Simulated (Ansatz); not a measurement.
HI3Si

Input

```
crystal:
  periodic: [false, false, false]
  atoms:
    - {symbol: I, position_ang: [-1.466705, -0.160755, 1.852922]}
    - {symbol: Si, position_ang: [0.070368, 0.135316, -0.000806]}
    - {symbol: I, position_ang: [1.912482, -1.435735, 0.157674]}
    - {symbol: I, position_ang: [-1.086803, -0.115902, -2.118464]}
    - {symbol: H, position_ang: [0.620459, 1.503377, 0.067374]}
basis:
  gaussian: {orbitals: def2-TZVPP}
hamiltonian: {xc: pbe0, dispersion: d4}
output: {orbitals: {seedname: orbitals}}
```

Command:

```sh
ansatz run in.yaml --threads 4 --pin off --events-out ev --progress --plain --max-ram 10444MiB
```

Geometry: PBE0-D4/def2-TZVP; core potentials replace the inner electrons of I.

Method: RKS PBE0-D4/def2-TZVPP (Ansatz).

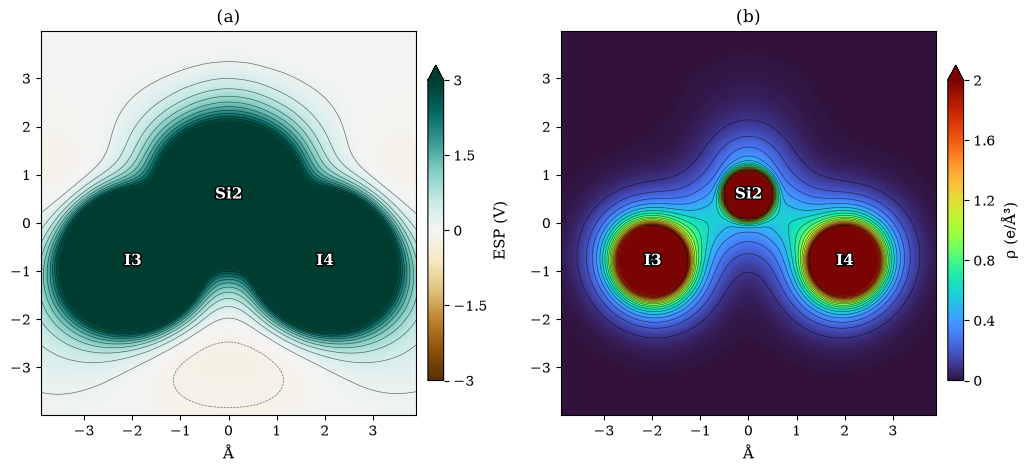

Figure 1. (a) electrostatic potential; (b) electron density on the plane of atoms I3, Si2 and I4.

### What do the fields say about this system?

The plane passes through Si and I nuclei. Si–I (2.43 Å): ρ at the midpoint is about 0.66 e/Å³, with its minimum of 0.57 e/Å³ about 0.8 Å from Si. The potential has no marked negative region in this plane.

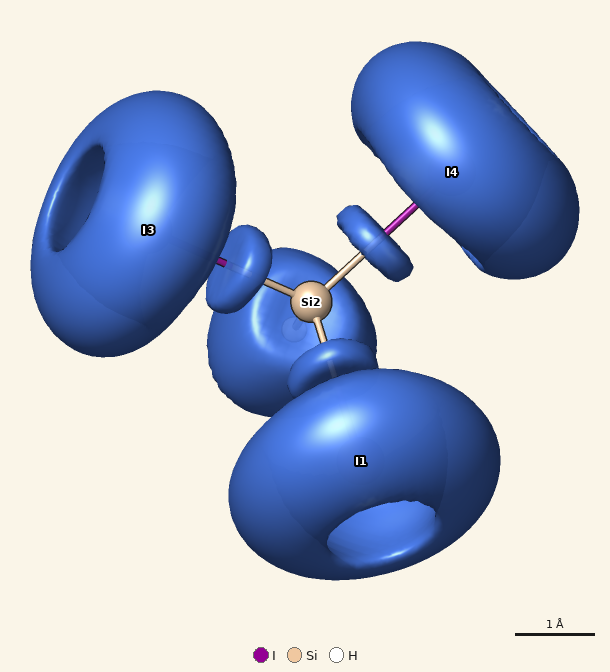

Figure 2. Isosurface of the ELF at 0.75 (blue), seen at a tilt. Only the valence region is drawn (cores and ρ < 0.01 e/Å³ removed).

### Describe the localisation domains.

At this value the surface marks out three regions between bonded I–Si atoms (shared pairs), one region around a hydrogen nucleus and three rings or bowls of non-bonding electrons around I. Along the contacts the grid gives the following. Si–I (2.43 Å): the ELF peaks at about 0.85 between the atoms: a shared electron pair. Si–H (1.48 Å): the ELF climbs to about 1 towards the hydrogen, as it does in any bond to H.

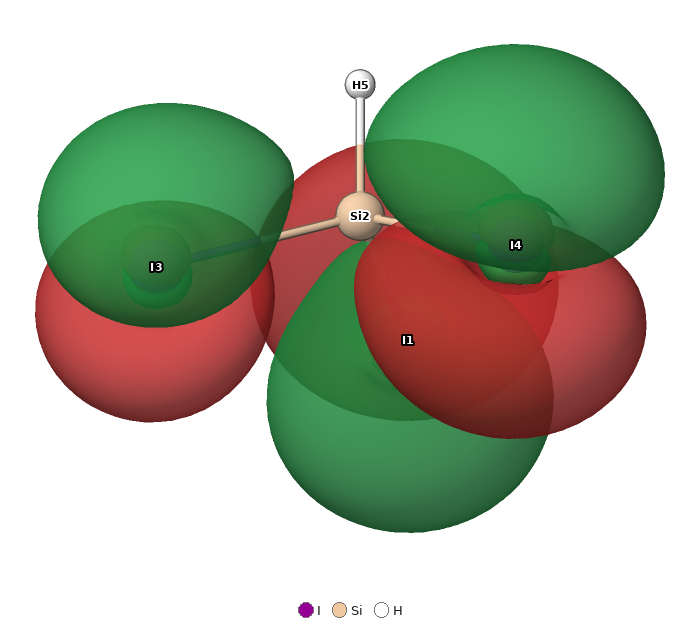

Figure 3. The HOMO−1 at ±0.05 Å⁻³ᐟ² (green and red are the two phases), seen from one side.

### Describe this orbital and give its energy.

It lies mainly on I1 (about 50 %), I4 (about 35 %) and I3 (about 15 %); largely a combination of lone pairs on I1, I4 and I3. It is one of a degenerate set, so its orientation is arbitrary. Its energy is −7.96 eV.
